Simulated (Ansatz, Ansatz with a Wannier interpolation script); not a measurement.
**Settings in Wannier-interpolated G0W0: Cs2PdCl4 (P4/mmm)**

Aim: vary the Wannier model and the GW settings for Cs2PdCl4 (P4/mmm) and see what the interpolated bands lose.

Method: maximally localised Wannier functions, LDA, plane waves, PAW; PAW set soft_1, in Ansatz 0.2.0.

## (1) Set-up

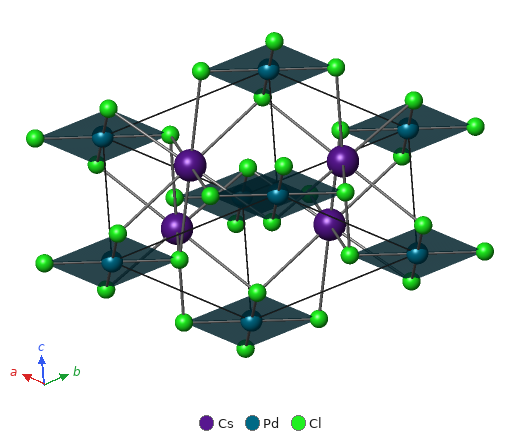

Start, viewed from a free direction; caesium purple, palladium blue, chlorine green. Some periodic images of atoms are drawn too.

The cell and positions come from the Crystallography Open Database and are kept as given unless a step says otherwise. Spin-orbit coupling is left out unless a step names it.

## (2) Wannier model on 4×4×8

Localised functions give a small Hamiltonian that interpolates between mesh points at no cost.

Input file input.yaml:

```yaml
crystal:
  lattice:
    - [7.4158, 0.0, 0.0]
    - [0.0, 7.4158, 0.0]
    - [0.0, 0.0, 4.6792]
  atoms:
    - { symbol: Cs, position: [0.0, 0.5, 0.5] }
    - { symbol: Cs, position: [0.5, 0.0, 0.5] }
    - { symbol: Pd, position: [0.0, 0.0, 0.0] }
    - { symbol: Cl, position: [0.221, 0.221, 0.0] }
    - { symbol: Cl, position: [0.779, 0.221, 0.0] }
    - { symbol: Cl, position: [0.779, 0.779, 0.0] }
    - { symbol: Cl, position: [0.221, 0.779, 0.0] }
kpoints:
  mp_grid: { grid: [2, 2, 4] }
hamiltonian:
  xc: lda
  pseudopotentials: { kind: paw, azcp: { folder: soft_1 }, xc_functional: pbe }
scf:
  occupations: { method: fixed }
  n_extra_bands: 136
output:
  wannier:
    kmesh: [4, 4, 8]
    projections: [{ species: Cl, l: p, shell: 3 }, { species: Pd, l: d, shell: 4 }]
    minimise: true
    write_hr: true
    seedname: w
    conv_tol: 1.0e-06
    max_iter: 20000
    stability_check: false
    disentanglement:
      window: [-2.36, 7.2]
      frozen_window: [-2.36, 4.2]
      conv_tol: 1.0e-08
```

On the command line:

```sh
$ ansatz run input.yaml --threads 4 --pin off --max-ram 18432MiB --backend cpu --events-out ev --progress --plain --runs-dir out
```

Numbers of over 12 decimals in the logs are rounded to 6 here.

Output:

```text
scf.n_extra_bands = 136 over 32 filled bands (N_el = 64.0): the run solves 168 bands
Engine: ansatz 0.2.0, aarch64-unknown-linux-gnu
Pseudopotentials: kind: paw
Pseudopotential: Cs, paw, valence charge 9, recommended cutoff 420 eV (normal), soft_1/Cs.paw.azcp
Pseudopotential: Pd, paw, valence charge 18, recommended cutoff 420 eV (normal), soft_1/Pd.paw.azcp
Pseudopotential: Cl, paw, valence charge 7, recommended cutoff 420 eV (normal), soft_1/Cl.paw.azcp
Functional definition: SPW92
  exchange = slater_x
  correlation = pw_c
Crystal: 7 atoms, lattice volume = 257.328 Å³
Basis set: ecut = 420 eV, 5047 PW (Γ)
Bands: 168, of which v1, the nominal top of the filled ones, is band 32 counted from 1 (31 counted from 0)
Symmetry: 16 space group operations
Space group: P4/mmm (ITA 123), of the structure as read, at distance tolerance 6.4e-5 Å
k-points: 9 of 16
Non-local potential: Cs, projectors of the file, l = 0: 3, l = 1: 2, l = 2: 2, l = 3: 2
Non-local potential: Pd, projectors of the file, l = 0: 2, l = 1: 2, l = 2: 2, l = 3: 1
Non-local potential: Cl, projectors of the file, l = 0: 2, l = 1: 2, l = 2: 1
PAW form: soft (Blöchl's): semilocal exchange-correlation on the pseudo side does not see the compensation charge
PAW frozen core: Cs, regenerated for the run's functional, and the local potential with it (the file was generated under x = pbe(κ = 0.804, μ = 0.219515), c = pbe(β = 0.066725))
PAW frozen core: Pd, regenerated for the run's functional, and the local potential with it (the file was generated under x = pbe(κ = 0.804, μ = 0.219515), c = pbe(β = 0.066725))
PAW frozen core: Cl, regenerated for the run's functional, and the local potential with it (the file was generated under x = pbe(κ = 0.804, μ = 0.219515), c = pbe(β = 0.066725))
PAW one-centre angular grid: Cs, 194 points (default); XC on 64 Gauss nodes
PAW one-centre angular grid: Pd, 590 points (default); XC on 64 Gauss nodes
PAW one-centre angular grid: Cl, 110 points (default); XC on 64 Gauss nodes
Initial density: superposition of atomic densities (chi_scale 0.1, normalization cell, long waves kept (reshape's long-wave potential 0.01 eV rms))
Initial wavefunctions: pseudopotential atomic-orbital guess
Functional: x = slater, c = lda
SCF iter   1: F=—  HF=-22045.679313 eV  |F-HF|=—  |Δ(HF+E_count)|=         —  Δρ=6.48e-2  dr2=1.93e1  ethr=3.10e-3  ⟨swp⟩=4.2  Hψ=5382  notcnv=0  defer=1192
preconditioner: auto → Resta (q_TF=auto, 2.164 Å⁻¹)  ε∞=1.5  [insulator: Δε(μ)=0.918 eV  Ē_g=24.139 eV  n_scr=46 (ndim 8)  ℏωp=16.7 eV  f_vac=0.116  ε∞_Penn≈1.5]
SCF iter   2: F=—  HF=-22043.712585 eV  |F-HF|=—  |Δ(HF+E_count)|=    1.97e0  Δρ=6.14e-2  dr2=1.42e1  ethr=3.10e-3  ⟨swp⟩=3.0  Hψ=2078  notcnv=0  defer=1198
SCF iter   3: F=—  HF=-22040.828450 eV  |F-HF|=—  |Δ(HF+E_count)|=    2.88e0  Δρ=1.48e-2  dr2=4.84e-1  ethr=3.10e-3  ⟨swp⟩=3.0  Hψ=2072  notcnv=0  defer=1192
SCF iter   4: F=—  HF=-22040.636180 eV  |F-HF|=—  |Δ(HF+E_count)|=   1.92e-1  Δρ=4.83e-3  dr2=5.62e-2  ethr=7.56e-4  ⟨swp⟩=2.0  Hψ=1755  notcnv=0  defer=1174
SCF iter   5: F=—  HF=-22040.617082 eV  |F-HF|=—  |Δ(HF+E_count)|=   1.91e-2  Δρ=8.86e-4  dr2=2.50e-3  ethr=8.78e-5  ⟨swp⟩=2.1  Hψ=560  notcnv=0  defer=1205
SCF iter   6: F=—  HF=-22040.617776 eV  |F-HF|=—  |Δ(HF+E_count)|=   6.95e-4  Δρ=1.87e-4  dr2=1.80e-4  ethr=3.91e-6  ⟨swp⟩=2.9  Hψ=1896  notcnv=0  defer=1204
SCF iter   7: F=—  HF=-22040.617847 eV  |F-HF|=—  |Δ(HF+E_count)|=   7.08e-5  Δρ=4.11e-5  dr2=6.21e-6  ethr=2.81e-7  ⟨swp⟩=2.0  Hψ=506  notcnv=0  defer=1180
SCF iter   8: F=—  HF=-22040.617684 eV  |F-HF|=—  |Δ(HF+E_count)|=   1.64e-4  Δρ=1.35e-5  dr2=8.30e-7  ethr=9.71e-9  ⟨swp⟩=2.2  Hψ=575  notcnv=0  defer=1169
SCF iter   9: F=-22040.617684 eV  HF=-22040.617684 eV  |F-HF|=5.22e-8  |Δ(HF+E_count)|=   1.81e-7  Δρ=3.96e-6  dr2=4.83e-8  ethr=1.56e-10  ⟨swp⟩=14.8  Hψ=14768  notcnv=0
SCF 1 converged in 9 iterations: F = -22040.617684 eV  dr2 = 4.83e-8
[...]
NSCF: frozen V_eff on 34 k-points
the Wannier pass solved 34 of the 128 points of its mesh, and has the states at the others by symmetry: states obtained by the crystal's operations at points that were solved too leave a residual of 5.98e-13 eV (read by the count's bands and the next), within 6.67e-6 eV
SCF converged after 9 iterations
Free energy (F): -22040.617684 eV
Harris-Foulkes:  -22040.617684 eV  (|F-HF|=5.22e-8)
Internal energy: -22040.617684 eV  (E = F + TS)
E sigma→0 (E₀):  -22040.617684 eV
Fermi energy:    2.078580 eV
--- Per-component energies (eV) ---
  E_band       = -652.444914
  E_kinetic    = 1345.549030
  E_local      = -6642.629181  (includes V_loc(G=0)·N_el)
  E_nonlocal   = 558.750771
  E_hartree    = 2731.645114
  E_xc         = -917.747340
  E_vxc        = -913.185277  (∫ρ·V_xc dr)
  E_paw        = -15976.416192  (= ΣΔE_a)
  E_vpaw       = -464.226139  (= ΣTr[D̂ρ^β])
  E_aug_tail   = 0.000627  (compensation charges beyond the density's cutoff)
  E_ewald      = -3141.754333
  E_core_change = 1.983821  (= ΣΔE_core)
  E_smearing   = -0.000000  (= −TS)
  E_closure    = 0.000000  (closes the sum)
  Σ components = -22040.617684   (vs F -22040.617684, Δ=0.00e0)
--- Band table (eV; the first three rows and the last of 9) ---
  k-point 0: bands = [... 28 lower, 1.4668, 1.5479, 1.9972, 1.9972, 4.2281, 5.8600, 7.1575, 8.0617, ... 132 higher]
  k-point 1: bands = [... 28 lower, 1.6884, 1.7083, 2.0148, 2.0148, 4.2363, 6.4989, 7.0265, 8.1474, ... 132 higher]
  k-point 2: bands = [... 28 lower, 1.8823, 1.8986, 2.0354, 2.0354, 4.2445, 6.3065, 7.7370, 8.0812, ... 132 higher]
  k-point 8: bands = [... 28 lower, 1.8178, 1.8799, 1.8799, 1.9369, 3.7240, 7.2630, 8.7417, 8.7417, ... 132 higher]
Wannier search: line search 1 of at most 20000: gauge-dependent spread (as the search counts it) 0.5130882 Å², largest recent change 6.6e-2 Å² against conv_tol 1.0e-6 Å², 0 stops escaped
```

Elapsed: 68 s, on 4 threads of Arm Neoverse V2, shared host; peak memory 2.2 GiB; 4.5 min of CPU time.

This step gave:

```
gauge-invariant spread     : 25.06 Å²
diagonal spread            : 1.25e-4 Å²
off-diagonal spread        : 0.4253 Å²
total spread               : 25.48 Å²
least projectability       : 0.8020
localisation steps         : 23
disentanglement steps      : 3
r.m.s. interpolation error : 4.41e-5 eV
r.m.s. error near the gap  : 5.53e-5 eV
```

Near the gap the model misses directly solved bands by 0.1 meV r.m.s. and by 1 meV at most in the window tested. This tests the starting bands, not the corrections carried with them.

## (3) Wannier model on 2×2×4

Edit input.yaml of step 2 so:

```diff
@@ -23,3 +23,3 @@
   wannier:
-    kmesh: [4, 4, 8]
+    kmesh: [2, 2, 4]
     projections: [{ species: Cl, l: p, shell: 3 }, { species: Pd, l: d, shell: 4 }]
```

Output:

```text
[...]
Crystal: 7 atoms, lattice volume = 257.328 Å³
Basis set: ecut = 420 eV, 5047 PW (Γ)
Bands: 168, of which v1, the nominal top of the filled ones, is band 32 counted from 1 (31 counted from 0)
Symmetry: 16 space group operations
[...]
k-points: 9 of 16
[...]
SCF iter   1: F=—  HF=-22045.679313 eV  |F-HF|=—  |Δ(HF+E_count)|=         —  Δρ=6.48e-2  dr2=1.93e1  ethr=3.10e-3  ⟨swp⟩=4.2  Hψ=5382  notcnv=0  defer=1192
[...]
SCF iter   9: F=-22040.617684 eV  HF=-22040.617684 eV  |F-HF|=5.22e-8  |Δ(HF+E_count)|=   1.81e-7  Δρ=3.96e-6  dr2=4.83e-8  ethr=1.56e-10  ⟨swp⟩=14.8  Hψ=14768  notcnv=0
SCF 1 converged in 9 iterations: F = -22040.617684 eV  dr2 = 4.83e-8
[...]
NSCF: frozen V_eff on 11 k-points
[...]
SCF converged after 9 iterations
Free energy (F): -22040.617684 eV
[...]
Internal energy: -22040.617684 eV  (E = F + TS)
E sigma→0 (E₀):  -22040.617684 eV
Fermi energy:    2.078580 eV
[...]
--- Band table (eV; the first three rows and the last of 9) ---
  k-point 0: bands = [... 28 lower, 1.4668, 1.5479, 1.9972, 1.9972, 4.2281, 5.8600, 7.1575, 8.0617, ... 132 higher]
  k-point 1: bands = [... 28 lower, 1.6884, 1.7083, 2.0148, 2.0148, 4.2363, 6.4989, 7.0265, 8.1474, ... 132 higher]
  k-point 2: bands = [... 28 lower, 1.8823, 1.8986, 2.0354, 2.0354, 4.2445, 6.3065, 7.7370, 8.0812, ... 132 higher]
  k-point 8: bands = [... 28 lower, 1.8178, 1.8799, 1.8799, 1.9369, 3.7240, 7.2630, 8.7417, 8.7417, ... 132 higher]
[...]
```

Wall time 24 s (4 threads); peak memory 1.2 GiB.

Numbers from this step:

```
gauge-invariant spread     : 23.69 Å²
diagonal spread            : 1.24e-4 Å²
off-diagonal spread        : 0.4411 Å²
total spread               : 24.13 Å²
least projectability       : 0.8020
localisation steps         : 15
disentanglement steps      : 3
r.m.s. interpolation error : 0.001735 eV
r.m.s. error near the gap  : 0.001984 eV
```

Near the gap the model misses directly solved bands by 2.0 meV r.m.s. and by 13 meV at most in the window tested. This tests the starting bands, not the corrections carried with them.

Frozen up to 2.13 eV; above it the model need not follow the bands. The electronic bands at the labelled points (eV, zero at the valence-band top; v1 is the highest filled band, c1 the lowest empty one):

```
    point     v4     v3     v2     v1    c1
        Γ  -0.61  -0.53  -0.08  -0.08  2.15
        X  -0.56  -0.34  -0.05  -0.04  1.95
        M  -0.51  -0.09   0.00   0.00  1.63
        Γ  -0.61  -0.53  -0.08  -0.08  2.15
        Z  -0.20  -0.18  -0.04  -0.04  2.17
        R  -0.26  -0.14  -0.13  -0.12  1.96
        A  -0.26  -0.20  -0.20  -0.14  1.65
        Z  -0.20  -0.18  -0.04  -0.04  2.17
jump to X  -0.56  -0.34  -0.05  -0.04  1.95
        R  -0.26  -0.14  -0.13  -0.12  1.96
jump to M  -0.51  -0.09   0.00   0.00  1.63
        A  -0.26  -0.20  -0.20  -0.14  1.65
```

The same for Kohn-Sham, solved directly:

```
point     v4     v3     v2     v1    c1
    Γ  -0.61  -0.53  -0.08  -0.08  2.15
    X  -0.56  -0.34  -0.05  -0.04  1.95
    M  -0.51  -0.09   0.00   0.00  1.63
    Γ  -0.61  -0.53  -0.08  -0.08  2.15
    Z  -0.20  -0.18  -0.04  -0.04  2.17
    R  -0.26  -0.14  -0.13  -0.12  1.96
    A  -0.26  -0.20  -0.20  -0.14  1.65
    Z  -0.20  -0.18  -0.04  -0.04  2.17
    X  -0.56  -0.34  -0.05  -0.04  1.95
    R  -0.26  -0.14  -0.13  -0.12  1.96
    M  -0.51  -0.09   0.00   0.00  1.63
    A  -0.26  -0.20  -0.20  -0.14  1.65
```

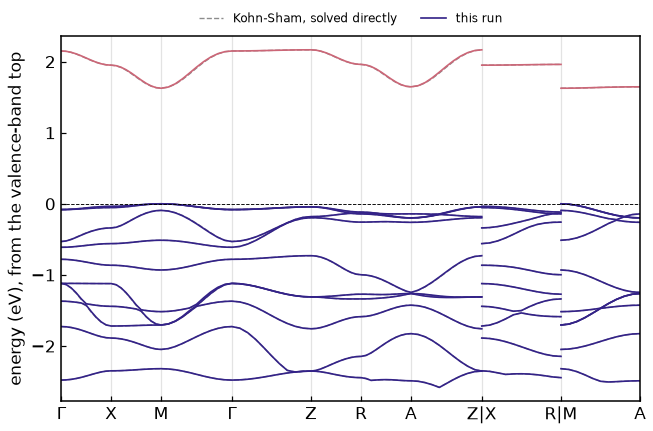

Electronic bands along the path; lines of filled and empty bands in two colours; dashed: Kohn-Sham, solved directly.

## (4) A faulty Wannier input

Edit input.yaml of step 3 so:

```diff
@@ -24,3 +24,3 @@
     kmesh: [2, 2, 4]
-    projections: [{ species: Cl, l: p, shell: 3 }, { species: Pd, l: d, shell: 4 }]
+    projections: [{ species: Pd, l: d, shell: 4 }]
     minimise: true
```

Output:

```text
scf.n_extra_bands = 136 over 32 filled bands (N_el = 64.0): the run solves 168 bands
Engine: ansatz 0.2.0, aarch64-unknown-linux-gnu
Pseudopotentials: kind: paw
Pseudopotential: Cs, paw, valence charge 9, recommended cutoff 420 eV (normal), soft_1/Cs.paw.azcp
Pseudopotential: Pd, paw, valence charge 18, recommended cutoff 420 eV (normal), soft_1/Pd.paw.azcp
Pseudopotential: Cl, paw, valence charge 7, recommended cutoff 420 eV (normal), soft_1/Cl.paw.azcp
Functional definition: SPW92
  exchange = slater_x
  correlation = pw_c
Crystal: 7 atoms, lattice volume = 257.328 Å³
Basis set: ecut = 420 eV, 5047 PW (Γ)
Bands: 168, of which v1, the nominal top of the filled ones, is band 32 counted from 1 (31 counted from 0)
Symmetry: 16 space group operations
Space group: P4/mmm (ITA 123), of the structure as read, at distance tolerance 6.4e-5 Å
k-points: 9 of 16
Non-local potential: Cs, projectors of the file, l = 0: 3, l = 1: 2, l = 2: 2, l = 3: 2
Non-local potential: Pd, projectors of the file, l = 0: 2, l = 1: 2, l = 2: 2, l = 3: 1
Non-local potential: Cl, projectors of the file, l = 0: 2, l = 1: 2, l = 2: 1
PAW form: soft (Blöchl's): semilocal exchange-correlation on the pseudo side does not see the compensation charge
PAW frozen core: Cs, regenerated for the run's functional, and the local potential with it (the file was generated under x = pbe(κ = 0.804, μ = 0.219515), c = pbe(β = 0.066725))
PAW frozen core: Pd, regenerated for the run's functional, and the local potential with it (the file was generated under x = pbe(κ = 0.804, μ = 0.219515), c = pbe(β = 0.066725))
[...]
SCF converged after 9 iterations
Free energy (F): -22040.617684 eV
Harris-Foulkes:  -22040.617684 eV  (|F-HF|=5.22e-8)
Internal energy: -22040.617684 eV  (E = F + TS)
E sigma→0 (E₀):  -22040.617684 eV
Fermi energy:    2.078580 eV
--- Per-component energies (eV) ---
  E_band       = -652.444914
  E_kinetic    = 1345.549030
  E_local      = -6642.629181  (includes V_loc(G=0)·N_el)
  E_nonlocal   = 558.750771
  E_hartree    = 2731.645114
  E_xc         = -917.747340
  E_vxc        = -913.185277  (∫ρ·V_xc dr)
  E_paw        = -15976.416192  (= ΣΔE_a)
  E_vpaw       = -464.226139  (= ΣTr[D̂ρ^β])
  E_aug_tail   = 0.000627  (compensation charges beyond the density's cutoff)
  E_ewald      = -3141.754333
  E_core_change = 1.983821  (= ΣΔE_core)
  E_smearing   = -0.000000  (= −TS)
  E_closure    = 0.000000  (closes the sum)
  Σ components = -22040.617684   (vs F -22040.617684, Δ=0.00e0)
--- Band table (eV; the first three rows and the last of 9) ---
  k-point 0: bands = [... 28 lower, 1.4668, 1.5479, 1.9972, 1.9972, 4.2281, 5.8600, 7.1575, 8.0617, ... 132 higher]
  k-point 1: bands = [... 28 lower, 1.6884, 1.7083, 2.0148, 2.0148, 4.2363, 6.4989, 7.0265, 8.1474, ... 132 higher]
  k-point 2: bands = [... 28 lower, 1.8823, 1.8986, 2.0354, 2.0354, 4.2445, 6.3065, 7.7370, 8.0812, ... 132 higher]
  k-point 8: bands = [... 28 lower, 1.8178, 1.8799, 1.8799, 1.9369, 3.7240, 7.2630, 8.7417, 8.7417, ... 132 higher]
WARN: one of the run's output files is refused, and neither it nor the files that depend on it are written in full: <dir> frozen window holds 16 > num_wann = 5 bands at ik = 0 (ik counts from 0, the k-points of the .win, .mmn and .eig files from 1)
Error: <dir> frozen window holds 16 > num_wann = 5 bands at ik = 0 (ik counts from 0, the k-points of the .win, .mmn and .eig files from 1)
```

Wall time 24 s (4 threads); peak memory 1.2 GiB.

The run ended with an error after its SCF cycle had converged; no result of it is taken.

The program's message: “Error: <dir> frozen window holds 16 > num_wann = 5 bands at ik = 0 (ik counts from 0, the k-points of the .win, .mmn and .eig files from 1)”

The fault put into this input: trial orbitals that do not span the target bands.

(Part 1 of 2 ends here.)

[Paths, hosts, dates, memory and timing lines, banners, echoed tables and standing remarks are left out of the program output.]

[Logs are printed without paths, hosts, clocks, repeated set-up lines and the standing remarks that a program may print on its own settings, such as how far it seeks lower states.]

[Runs of the session that timed out or met a known fault of the program may be left out.]

[Hosts, paths, dates, database ids (printed as entryN), source tags and the programs' standing remarks are cut or masked in the printed files.]
